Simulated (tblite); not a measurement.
Geometry relaxation, with input and output: CH7FN2Si

- system: CH7FN2Si, SMILES CN[Si@H](N)F
- method: GFN2-xTB geometry optimisation, gas phase (tblite 0.8.0)

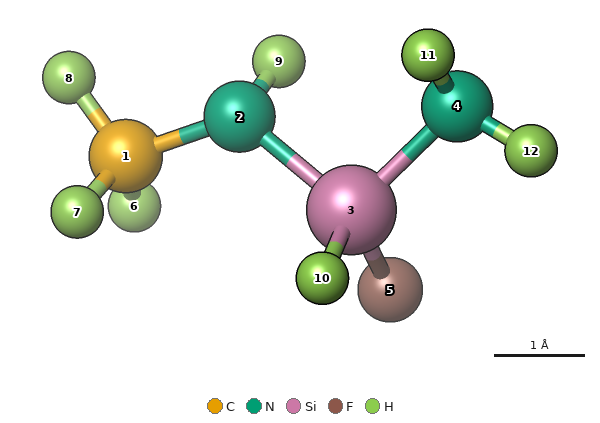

The structure as given in the input (ball-and-stick view, seen at a tilt; atoms are numbered from 1 in the order of the input). Bond lengths as drawn: C–H 1.10 Å, C–N 1.44 Å, F–Si 1.59 Å, H–N 1.01 to 1.02 Å, H–Si 1.47 Å and N–Si 1.68 to 1.70 Å.

## The input
```
{"job": {"kind": "relax", "xc": "GFN2-xTB", "basis": "xTB"}, "charge": 0, "multiplicity": 1}
C     -1.815400     0.473200    -0.187800
N     -0.379400     0.561500    -0.231600
Si     0.670600    -0.659900     0.306800
N      2.115200     0.022600    -0.205200
F      0.395600    -1.979200    -0.532100
H     -2.205300    -0.339100    -0.818500
H     -2.193300     0.335700     0.830700
H     -2.246700     1.416600    -0.555800
H     -0.077800     0.745500    -1.176000
H      0.637000    -0.847600     1.766300
H      2.237800     0.877500     0.318500
H      2.862900    -0.607400     0.091200
```

The first line tells a small driver script what to run in tblite; the rest is the geometry in Å.

Hardware: 1 CPU thread, shared host.

Launch command:
```bash
OMP_NUM_THREADS=1 python <driver script> task.json out
```

## The program's output
```
step      E/eV     max force
  0    -492.40339    2.042
  1    -492.49554    0.996
  2    -492.53731    0.680
  3    -492.62590    0.769
  4    -492.67897    0.749
  5    -492.72831    0.567
  6    -492.76273    0.432
  7    -492.77994    0.369
  8    -492.79382    0.300
  9    -492.80543    0.250
 10    -492.81281    0.213
 11    -492.81921    0.228
 12    -492.82533    0.229
 13    -492.83122    0.230
 14    -492.83653    0.177
 15    -492.84061    0.167
 16    -492.84374    0.144
 17    -492.84592    0.118
 18    -492.84728    0.095
 19    -492.84859    0.089
 20    -492.85003    0.104
 21    -492.85116    0.095
 22    -492.85172    0.062
 23    -492.85199    0.046
 24    -492.85224    0.047
 25    -492.85260    0.055
 26    -492.85309    0.066
 27    -492.85365    0.070
 28    -492.85427    0.071
 29    -492.85510    0.086
 30    -492.85634    0.115
 31    -492.85778    0.137
 32    -492.85874    0.096
 33    -492.85925    0.046
 34    -492.85956    0.039
 35    -492.85988    0.053
 36    -492.86026    0.063
 37    -492.86057    0.053
 38    -492.86077    0.039
 39    -492.86094    0.047
 40    -492.86115    0.055
 41    -492.86138    0.042
 42    -492.86155    0.035
 43    -492.86168    0.033
 44    -492.86180    0.033
 45    -492.86197    0.037
 46    -492.86226    0.045
 47    -492.86261    0.052
 48    -492.86291    0.043
 49    -492.86310    0.037
 50    -492.86325    0.036
 51    -492.86341    0.037
 52    -492.86362    0.039
 53    -492.86385    0.030
 54    -492.86402    0.043
 55    -492.86415    0.034
 56    -492.86424    0.026
 57    -492.86432    0.019
 58    -492.86444    0.022
 59    -492.86462    0.026
 60    -492.86477    0.027
 61    -492.86488    0.023
 62    -492.86493    0.019
 63    -492.86497    0.012
 64    -492.86500    0.011
 65    -492.86502    0.010
 66    -492.86503    0.010
 67    -492.86505    0.011
 68    -492.86507    0.012
 69    -492.86511    0.013
 70    -492.86516    0.021
 71    -492.86522    0.024
 72    -492.86529    0.021
 73    -492.86538    0.020
 74    -492.86548    0.021
 75    -492.86557    0.018
 76    -492.86564    0.016
 77    -492.86567    0.010
```

## Trajectory as extended XYZ (Å, eV, eV/Å), 18 of the 78 frames kept, from step=0 to step=77
```
12
Properties=species:S:1:pos:R:3:forces:R:3 step=0 energy=-492.40339
C    -1.8154    0.4732   -0.1878   -0.6500   0.3390  -0.1800
N    -0.3794    0.5615   -0.2316   -0.5350   0.1170   0.0360
Si    0.6706   -0.6599    0.3068   -1.3400  -0.0590   1.4400
N     2.1152    0.0226   -0.2052    2.0090  -0.1220   0.3460
F     0.3956   -1.9792   -0.5321    0.0630  -0.9700  -0.1740
H    -2.2053   -0.3391   -0.8185   -0.0130   0.0430   0.1600
H    -2.1933    0.3357    0.8307    0.3540  -0.1070  -0.1390
H    -2.2467    1.4166   -0.5558    0.0810  -0.1800   0.0410
H    -0.0778    0.7455   -1.1760   -0.1570   0.5340  -0.3090
H     0.6370   -0.8476    1.7663   -0.3370  -0.2850  -0.3690
H     2.2378    0.8775    0.3185    0.3560   0.2270  -0.3370
H     2.8629   -0.6074    0.0912    0.1690   0.4630  -0.5120
12
Properties=species:S:1:pos:R:3:forces:R:3 step=5 energy=-492.72831
C    -1.8746    0.4929   -0.2083    0.3340  -0.1130   0.0580
N    -0.4315    0.5678   -0.2665    0.3470  -0.2350  -0.0280
Si    0.6229   -0.6505    0.3397    0.3330  -0.0830  -0.1640
N     2.1696   -0.0198   -0.1013    0.3030  -0.0120   0.1320
F     0.4336   -2.0621   -0.4699    0.1460   0.3750   0.3990
H    -2.2439   -0.3434   -0.8056   -0.2710   0.0590  -0.0850
H    -2.1463    0.3180    0.8283   -0.1990   0.1030   0.0390
H    -2.2821    1.4378   -0.5684   -0.1810  -0.1220   0.0960
H    -0.1302    0.8593   -1.1881   -0.0320   0.1820   0.0130
H     0.5341   -0.9324    1.7700   -0.3520  -0.0840  -0.2170
H     2.3444    0.9173    0.2444    0.0440  -0.2700  -0.1750
H     3.0053   -0.5857    0.0321   -0.4720   0.2010  -0.0670
12
Properties=species:S:1:pos:R:3:forces:R:3 step=9 energy=-492.80543
C    -1.8627    0.4818   -0.2077   -0.1080  -0.0360   0.0250
N    -0.4193    0.5415   -0.2965   -0.1480   0.0310  -0.0430
Si    0.6513   -0.6383    0.3428   -0.0700   0.0780  -0.0130
N     2.2013   -0.0304   -0.0532   -0.0400   0.1130  -0.2190
F     0.4776   -2.0665   -0.3929    0.1370  -0.1190  -0.0460
H    -2.2955   -0.3293   -0.8069    0.0510  -0.0200   0.0240
H    -2.1529    0.3258    0.8290    0.0200  -0.0360   0.0330
H    -2.3119    1.4176   -0.5523    0.1400  -0.0170   0.0700
H    -0.1508    0.9385   -1.1858    0.1340   0.0110   0.0470
H     0.4270   -0.9792    1.7361   -0.1830   0.0760   0.0350
H     2.4031    0.9198    0.1906    0.0360   0.1580   0.0330
H     3.0341   -0.5820    0.0032    0.0320  -0.2400   0.0540
12
Properties=species:S:1:pos:R:3:forces:R:3 step=14 energy=-492.83653
C    -1.8701    0.4694   -0.2001    0.0590   0.0530  -0.0290
N    -0.4292    0.5306   -0.3078    0.0550  -0.0140   0.0270
Si    0.6570   -0.6243    0.3337   -0.0370  -0.0440   0.0890
N     2.2058   -0.0104   -0.1017   -0.0760  -0.0670   0.0680
F     0.5403   -2.0772   -0.3753    0.1250  -0.0010  -0.0120
H    -2.3039   -0.3377   -0.8042    0.0050   0.0460   0.0500
H    -2.1524    0.3134    0.8420    0.0760  -0.0600  -0.0790
H    -2.2933    1.4184   -0.5294   -0.0630  -0.0030   0.0050
H    -0.1245    0.9625   -1.1690   -0.1110   0.0240   0.0340
H     0.3411   -0.9574    1.7218    0.0120   0.1250  -0.1230
H     2.4289    0.9316    0.1828    0.0370  -0.1710  -0.0290
H     3.0016   -0.6196    0.0136   -0.0830   0.1120   0.0000
12
Properties=species:S:1:pos:R:3:forces:R:3 step=18 energy=-492.84728
C    -1.8684    0.4714   -0.2009   -0.0050  -0.0170   0.0210
N    -0.4305    0.5259   -0.3132   -0.0100   0.0380  -0.0200
Si    0.6519   -0.6248    0.3337   -0.0080   0.0020  -0.0730
N     2.1971   -0.0159   -0.1042    0.0380  -0.0340   0.0390
F     0.5968   -2.0869   -0.3618    0.0520  -0.0130  -0.0150
H    -2.3107   -0.3350   -0.7972    0.0050   0.0340  -0.0540
H    -2.1362    0.2962    0.8389   -0.0020   0.0000   0.0400
H    -2.2992    1.4216   -0.5188   -0.0250  -0.0300   0.0290
H    -0.1338    0.9883   -1.1578   -0.0080   0.0220  -0.0520
H     0.2917   -0.9335    1.7049    0.0100   0.0500   0.0800
H     2.4544    0.9166    0.1689   -0.0690   0.0370   0.0210
H     2.9881   -0.6247    0.0138    0.0200  -0.0900  -0.0170
12
Properties=species:S:1:pos:R:3:forces:R:3 step=23 energy=-492.85199
C    -1.8683    0.4708   -0.1975   -0.0090   0.0000  -0.0090
N    -0.4305    0.5331   -0.3187   -0.0120  -0.0090  -0.0280
Si    0.6476   -0.6259    0.3258    0.0000   0.0200   0.0180
N     2.1982   -0.0261   -0.0959    0.0050   0.0070  -0.0050
F     0.6282   -2.0920   -0.3644   -0.0210   0.0140   0.0200
H    -2.3094   -0.3269   -0.8067    0.0010   0.0010   0.0010
H    -2.1288    0.2869    0.8439   -0.0010  -0.0210  -0.0230
H    -2.3090    1.4190   -0.5064   -0.0030   0.0120   0.0440
H    -0.1421    0.9982   -1.1662   -0.0080  -0.0200  -0.0050
H     0.2855   -0.9052    1.7085    0.0090   0.0160  -0.0390
H     2.4453    0.9107    0.1720    0.0190  -0.0180   0.0190
H     2.9846   -0.6433    0.0119    0.0180  -0.0020   0.0060
12
Properties=species:S:1:pos:R:3:forces:R:3 step=27 energy=-492.85365
C    -1.8724    0.4695   -0.1991    0.0240  -0.0070   0.0110
N    -0.4347    0.5302   -0.3308    0.0000   0.0160   0.0050
Si    0.6495   -0.6172    0.3231   -0.0110  -0.0080  -0.0440
N     2.2052   -0.0300   -0.0932    0.0020   0.0230  -0.0200
F     0.6342   -2.0891   -0.3532   -0.0260  -0.0150  -0.0050
H    -2.3126   -0.3250   -0.8135   -0.0310   0.0580  -0.0050
H    -2.1264    0.2726    0.8414    0.0180  -0.0400  -0.0110
H    -2.3157    1.4252   -0.4836    0.0130  -0.0400  -0.0080
H    -0.1478    0.9994   -1.1760   -0.0210  -0.0140  -0.0200
H     0.2794   -0.8896    1.6995   -0.0110   0.0060   0.0690
H     2.4532    0.9043    0.1798    0.0500   0.0130   0.0190
H     2.9892   -0.6512    0.0120   -0.0070   0.0070   0.0090
12
Properties=species:S:1:pos:R:3:forces:R:3 step=32 energy=-492.85874
C    -1.8747    0.4631   -0.1986   -0.0220  -0.0140  -0.0010
N    -0.4416    0.5326   -0.3630    0.0190  -0.0120   0.0060
Si    0.6525   -0.5957    0.3073    0.0250   0.0020   0.0930
N     2.2233   -0.0289   -0.0975   -0.0110   0.0190   0.0410
F     0.6241   -2.0833   -0.3333   -0.0070   0.0120  -0.0010
H    -2.3356   -0.2889   -0.8476   -0.0150  -0.0030  -0.0510
H    -2.1067    0.1981    0.8305    0.0430  -0.0180   0.0300
H    -2.3293    1.4309   -0.4127    0.0270   0.0260  -0.0130
H    -0.1789    0.9796   -1.2281   -0.0110  -0.0070   0.0010
H     0.2839   -0.8212    1.6996    0.0080  -0.0030  -0.0480
H     2.4936    0.8833    0.2285   -0.0070   0.0110  -0.0280
H     2.9906   -0.6704    0.0213   -0.0490  -0.0120  -0.0280
12
Properties=species:S:1:pos:R:3:forces:R:3 step=36 energy=-492.86026
C    -1.8756    0.4598   -0.1989    0.0130   0.0060  -0.0050
N    -0.4418    0.5287   -0.3659   -0.0190  -0.0080  -0.0110
Si    0.6545   -0.5918    0.3139   -0.0270   0.0090  -0.0400
N     2.2229   -0.0249   -0.0917   -0.0050   0.0000   0.0110
F     0.6235   -2.0798   -0.3278    0.0100   0.0170   0.0080
H    -2.3419   -0.2828   -0.8580    0.0200   0.0180   0.0170
H    -2.0968    0.1864    0.8318   -0.0080  -0.0050  -0.0440
H    -2.3243    1.4331   -0.4068    0.0160  -0.0130   0.0290
H    -0.1836    0.9773   -1.2315    0.0140  -0.0190   0.0060
H     0.2789   -0.8184    1.6981   -0.0080  -0.0130   0.0610
H     2.5018    0.8869    0.2269   -0.0030   0.0050  -0.0120
H     2.9836   -0.6751    0.0163   -0.0030   0.0020  -0.0190
12
Properties=species:S:1:pos:R:3:forces:R:3 step=41 energy=-492.86138
C    -1.8752    0.4573   -0.2014    0.0000   0.0030  -0.0020
N    -0.4450    0.5247   -0.3813    0.0160   0.0020   0.0140
Si    0.6521   -0.5811    0.3169    0.0070  -0.0110   0.0400
N     2.2239   -0.0225   -0.0842   -0.0080  -0.0030  -0.0120
F     0.6250   -2.0722   -0.3159    0.0080  -0.0130   0.0090
H    -2.3495   -0.2640   -0.8756   -0.0120   0.0010  -0.0300
H    -2.0872    0.1513    0.8200   -0.0130  -0.0110   0.0220
H    -2.3219    1.4376   -0.3705   -0.0130   0.0250  -0.0030
H    -0.1909    0.9653   -1.2517    0.0150  -0.0070  -0.0010
H     0.2758   -0.7972    1.7069    0.0020   0.0010  -0.0190
H     2.5173    0.8839    0.2357   -0.0100   0.0050  -0.0040
H     2.9769   -0.6837    0.0074    0.0080   0.0080  -0.0120
12
Properties=species:S:1:pos:R:3:forces:R:3 step=45 energy=-492.86197
C    -1.8740    0.4592   -0.2027   -0.0120   0.0060   0.0040
N    -0.4418    0.5232   -0.3749   -0.0210  -0.0040   0.0150
Si    0.6510   -0.5855    0.3269    0.0040   0.0010  -0.0370
N     2.2174   -0.0209   -0.0844    0.0120   0.0020  -0.0090
F     0.6281   -2.0734   -0.3145    0.0030  -0.0120   0.0220
H    -2.3476   -0.2624   -0.8795    0.0120   0.0340  -0.0030
H    -2.0932    0.1539    0.8191    0.0030   0.0040  -0.0270
H    -2.3181    1.4418   -0.3746    0.0060  -0.0180   0.0020
H    -0.1801    0.9604   -1.2457   -0.0080  -0.0170   0.0260
H     0.2749   -0.8084    1.7138   -0.0030   0.0020   0.0090
H     2.5098    0.8895    0.2253   -0.0100  -0.0060   0.0020
H     2.9749   -0.6780   -0.0024    0.0120   0.0100  -0.0040
12
Properties=species:S:1:pos:R:3:forces:R:3 step=50 energy=-492.86325
C    -1.8766    0.4613   -0.2056    0.0070  -0.0060  -0.0040
N    -0.4442    0.5170   -0.3745    0.0090  -0.0080  -0.0040
Si    0.6528   -0.5827    0.3348    0.0010  -0.0120   0.0060
N     2.2167   -0.0183   -0.0890   -0.0050   0.0020   0.0010
F     0.6371   -2.0796   -0.2853   -0.0010  -0.0160   0.0090
H    -2.3545   -0.2240   -0.9142   -0.0070  -0.0120  -0.0070
H    -2.0964    0.1150    0.8014   -0.0210  -0.0080   0.0030
H    -2.3163    1.4519   -0.3364    0.0310   0.0180   0.0020
H    -0.1783    0.9351   -1.2529   -0.0190   0.0280   0.0000
H     0.2716   -0.7901    1.7239    0.0180   0.0050  -0.0070
H     2.5123    0.8880    0.2287   -0.0070   0.0100  -0.0020
H     2.9770   -0.6743   -0.0245   -0.0060  -0.0020   0.0030
12
Properties=species:S:1:pos:R:3:forces:R:3 step=54 energy=-492.86402
C    -1.8767    0.4611   -0.2089    0.0150  -0.0060   0.0030
N    -0.4437    0.5078   -0.3739   -0.0150  -0.0230  -0.0190
Si    0.6547   -0.5867    0.3407   -0.0060   0.0060  -0.0210
N     2.2133   -0.0152   -0.0921   -0.0090  -0.0070  -0.0060
F     0.6454   -2.0920   -0.2599   -0.0010   0.0040   0.0020
H    -2.3591   -0.1995   -0.9369   -0.0140  -0.0020  -0.0220
H    -2.1092    0.0910    0.7858    0.0050  -0.0200   0.0380
H    -2.2993    1.4616   -0.3124   -0.0160   0.0310  -0.0170
H    -0.1824    0.9302   -1.2516    0.0230   0.0160   0.0100
H     0.2747   -0.7808    1.7303    0.0130  -0.0020   0.0240
H     2.5078    0.8917    0.2253   -0.0020  -0.0030  -0.0030
H     2.9755   -0.6698   -0.0402    0.0060   0.0050   0.0110
12
Properties=species:S:1:pos:R:3:forces:R:3 step=59 energy=-492.86462
C    -1.8782    0.4612   -0.2092   -0.0010  -0.0040  -0.0260
N    -0.4459    0.4990   -0.3767    0.0060   0.0070   0.0100
Si    0.6540   -0.5902    0.3408    0.0100  -0.0090   0.0180
N     2.2108   -0.0158   -0.0958    0.0010  -0.0020  -0.0040
F     0.6441   -2.0961   -0.2565   -0.0010  -0.0060  -0.0020
H    -2.3624   -0.1959   -0.9401   -0.0220  -0.0080   0.0020
H    -2.1122    0.0909    0.7868    0.0100   0.0070  -0.0170
H    -2.2960    1.4643   -0.3176   -0.0050   0.0010   0.0180
H    -0.1761    0.9384   -1.2432    0.0000   0.0070   0.0040
H     0.2844   -0.7842    1.7349    0.0080   0.0060  -0.0060
H     2.5014    0.8925    0.2207   -0.0050   0.0150  -0.0030
H     2.9774   -0.6647   -0.0378   -0.0010  -0.0130   0.0060
12
Properties=species:S:1:pos:R:3:forces:R:3 step=63 energy=-492.86497
C    -1.8802    0.4596   -0.2149    0.0030   0.0000   0.0010
N    -0.4484    0.4851   -0.3853    0.0000   0.0100   0.0060
Si    0.6555   -0.5899    0.3464   -0.0010   0.0030  -0.0090
N     2.2094   -0.0142   -0.0998    0.0020  -0.0020   0.0040
F     0.6507   -2.1032   -0.2321   -0.0030  -0.0010   0.0000
H    -2.3764   -0.1669   -0.9643   -0.0080  -0.0060  -0.0040
H    -2.1144    0.0602    0.7691    0.0010  -0.0080   0.0000
H    -2.2874    1.4706   -0.2853   -0.0020   0.0050   0.0000
H    -0.1750    0.9368   -1.2442    0.0070  -0.0010   0.0050
H     0.2911   -0.7671    1.7436    0.0020   0.0010   0.0010
H     2.5013    0.8929    0.2198    0.0000   0.0000  -0.0110
H     2.9751   -0.6648   -0.0466    0.0000  -0.0010   0.0070
12
Properties=species:S:1:pos:R:3:forces:R:3 step=68 energy=-492.86507
C    -1.8805    0.4596   -0.2146   -0.0010   0.0000  -0.0030
N    -0.4482    0.4884   -0.3828    0.0010   0.0000   0.0040
Si    0.6549   -0.5910    0.3441    0.0020  -0.0020   0.0010
N     2.2097   -0.0160   -0.0993    0.0010  -0.0020  -0.0040
F     0.6480   -2.1029   -0.2379   -0.0040   0.0020  -0.0010
H    -2.3762   -0.1745   -0.9587    0.0110   0.0040   0.0010
H    -2.1137    0.0668    0.7725   -0.0010   0.0010  -0.0070
H    -2.2901    1.4693   -0.2940    0.0000  -0.0060   0.0060
H    -0.1717    0.9420   -1.2396   -0.0070   0.0020  -0.0010
H     0.2933   -0.7713    1.7415   -0.0030   0.0000   0.0040
H     2.4993    0.8937    0.2146    0.0000   0.0050  -0.0070
H     2.9763   -0.6648   -0.0395    0.0010  -0.0040   0.0060
12
Properties=species:S:1:pos:R:3:forces:R:3 step=72 energy=-492.86529
C    -1.8812    0.4577   -0.2163    0.0050   0.0020  -0.0040
N    -0.4489    0.4873   -0.3837    0.0030  -0.0090   0.0000
Si    0.6551   -0.5884    0.3465    0.0080   0.0000   0.0110
N     2.2104   -0.0190   -0.1008    0.0040   0.0000  -0.0160
F     0.6465   -2.1052   -0.2222   -0.0040   0.0020  -0.0070
H    -2.3782   -0.1531   -0.9780    0.0080  -0.0070  -0.0130
H    -2.1178    0.0371    0.7585    0.0110   0.0080  -0.0040
H    -2.2878    1.4701   -0.2676   -0.0080   0.0070   0.0060
H    -0.1705    0.9429   -1.2390   -0.0190   0.0050   0.0050
H     0.2962   -0.7582    1.7453   -0.0080  -0.0030   0.0190
H     2.5012    0.8961    0.1961   -0.0060  -0.0060  -0.0030
H     2.9760   -0.6681   -0.0322    0.0050   0.0010   0.0060
12
Properties=species:S:1:pos:R:3:forces:R:3 step=77 energy=-492.86567
C    -1.8805    0.4565   -0.2183    0.0000  -0.0050  -0.0020
N    -0.4473    0.4896   -0.3760    0.0000   0.0090   0.0030
Si    0.6560   -0.5895    0.3511   -0.0040   0.0020  -0.0010
N     2.2107   -0.0271   -0.1087   -0.0030  -0.0050  -0.0020
F     0.6352   -2.1059   -0.2182   -0.0020   0.0040   0.0050
H    -2.3694   -0.1433   -0.9940   -0.0020  -0.0020   0.0000
H    -2.1221    0.0203    0.7481    0.0020  -0.0010   0.0020
H    -2.2901    1.4690   -0.2554    0.0080  -0.0060   0.0010
H    -0.1680    0.9547   -1.2256    0.0040   0.0040  -0.0030
H     0.3036   -0.7567    1.7529   -0.0020   0.0000  -0.0020
H     2.4932    0.8998    0.1583   -0.0030  -0.0030   0.0020
H     2.9798   -0.6679   -0.0078    0.0020   0.0020  -0.0030
```

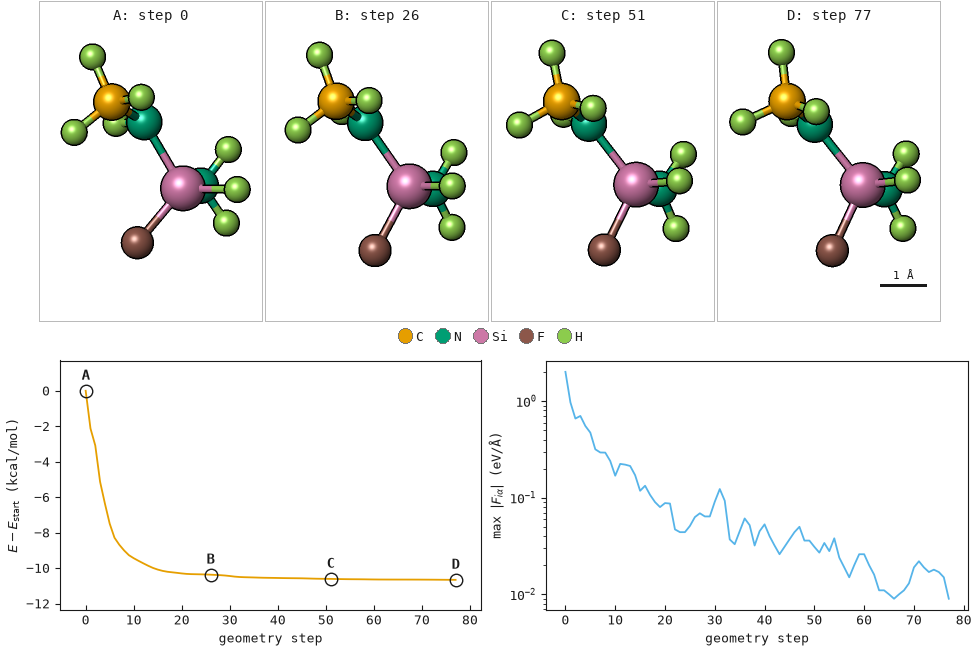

Frames of the relaxation (ball-and-stick view, seen at a tilt) above the curves, on which the letters mark them (steps are counted from 0).

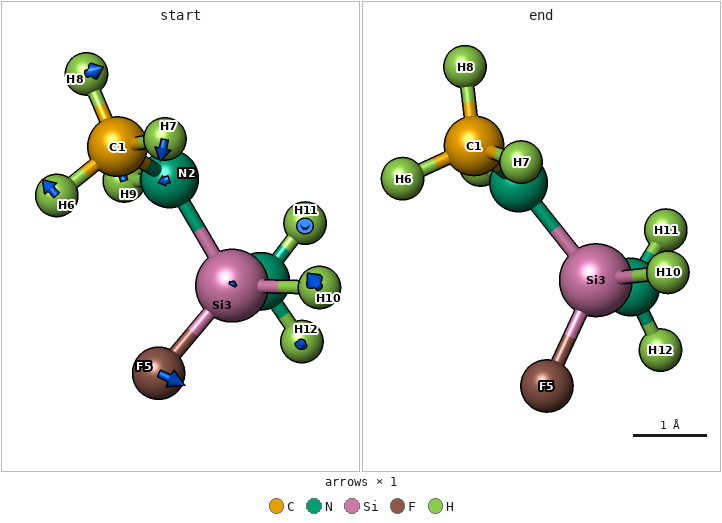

Before (left) and after (right) the relaxation, at one scale (ball-and-stick view, seen at a tilt). The blue arrows give the displacements, at true length. The energy falls by 10.7 kcal/mol in 77 geometry steps. The largest force component goes from 2 to 0.009 eV/Å. F5 moves most after the best rigid fit: 0.41 Å. Largest moves by element: F 0.41 Å, H 0.35 Å, N 0.17 Å, Si 0.08 Å, C 0.07 Å. Among the contacts that change: Si3–N4 1.678 → 1.716 Å, Si3–F5 1.587 → 1.620 Å, Si3–H10 1.472 → 1.455 Å, N4–H12 1.022 → 1.006 Å. Among the angles that change: Si3–N2–H9 104.1° → 118.2°, Si3–N4–H11 106.9° → 119.1°, F5–Si3–H10 114.5° → 103.2°. (Atoms are counted from 1 in the order of the input.)

## Results in brief

```json
{"quantity": "outcome", "value": "converged"}
{"quantity": "total energy", "value": "−492.8657 eV"}
{"quantity": "peak memory", "value": "0.18 GiB"}
```
